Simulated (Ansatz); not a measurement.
Input

```
crystal:
  periodic: [false, false, false]
  atoms:
    - {symbol: O, position_ang: [-1.307900, -1.996734, -1.063047]}
    - {symbol: Si, position_ang: [-0.113028, -1.033712, -0.500657]}
    - {symbol: O, position_ang: [1.177511, -1.187745, -1.477630]}
    - {symbol: S, position_ang: [-0.920212, 0.957951, -0.461837]}
    - {symbol: Si, position_ang: [0.334789, 1.742810, 1.057426]}
    - {symbol: Cl, position_ang: [-0.369632, 1.302535, 2.935754]}
    - {symbol: H, position_ang: [-2.201844, -1.820270, -0.765375]}
    - {symbol: H, position_ang: [0.374018, -1.394921, 0.844269]}
    - {symbol: H, position_ang: [1.061362, -1.016983, -2.414122]}
    - {symbol: H, position_ang: [0.332439, 3.212732, 0.907331]}
    - {symbol: H, position_ang: [1.697797, 1.177436, 0.958290]}
basis:
  gaussian: {orbitals: def2-TZVPP}
hamiltonian: {xc: pbe0, dispersion: d4}
output: {orbitals: {seedname: orbitals}}
```

Launched as:

```sh
ansatz run in.yaml --threads 2 --pin off --events-out ev --progress --plain --max-ram 32768MiB --backend cpu
```

Geometry: PBE0-D4/def2-TZVP.

These are results of RKS PBE0-D4/def2-TZVPP (Ansatz 0.2.0), not measurements.

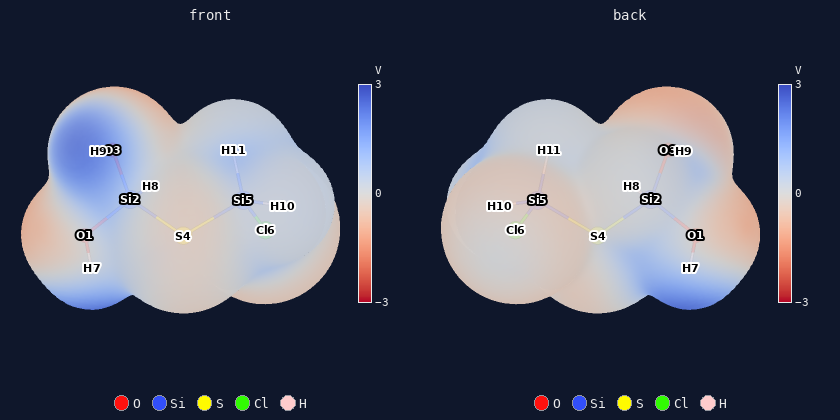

ClH5O2SSi2 (SMILES O[SiH](O)S[SiH2]Cl). The electrostatic potential painted on the density surface at 0.001 e/bohr³, seen from the front and from behind; the colour scale runs from red (negative) to blue (positive).

**Which sites attract a positive test charge, and which a negative one?**

A positive charge is drawn to the negative regions and a negative charge to the positive ones. The most negative region (about −1.0 V, or −23 kcal/mol for a unit charge) lies over O1 and O3, the most positive (about +2.2 V, or +51 kcal/mol for a unit charge) over H7 and H9.
